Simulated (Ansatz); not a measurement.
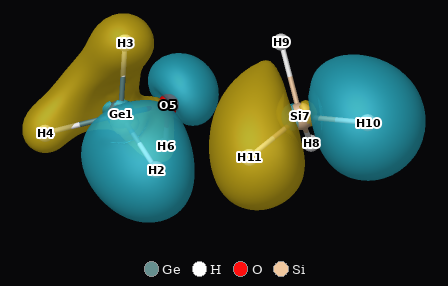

*GeH$_{4}$O···SiH$_{4}$. The HOMO−1 at ±0.08 Å⁻³ᐟ² (yellow and cyan are the two phases), seen from one side.*

Not at a stationary point (largest force 0.8 eV/Å).

All numbers below come from Ansatz, RKS PBE/def2-SVP.

| atom | x (Å) | y (Å) | z (Å) |
| --- | --- | --- | --- |
| Ge | -0.0827 | 0.3560 | -0.0798 |
| H | -0.1031 | 0.3581 | 1.4708 |
| H | 1.3430 | 0.5838 | -0.6281 |
| H | -1.0852 | 1.3868 | -0.6790 |
| O | -0.5123 | -1.3095 | -0.6585 |
| H | -1.4356 | -1.5277 | -0.4295 |
| Si | 1.0393 | -2.6269 | 1.4160 |
| H | -0.0803 | -3.5722 | 1.0847 |
| H | 1.9453 | -2.4142 | 0.2401 |
| H | 1.8586 | -3.2661 | 2.5109 |
| H | 0.5315 | -1.3402 | 1.9351 |

**Where does this orbital lie, and at what energy?**

Its weight (Hirshfeld) is mainly on Si7 (about 25 %), H10 (about 20 %), Ge1 (about 15 %), H11 (about 15 %), H2 (about 15 %) and O5 (about 10 %). Its energy is −7.52 eV.
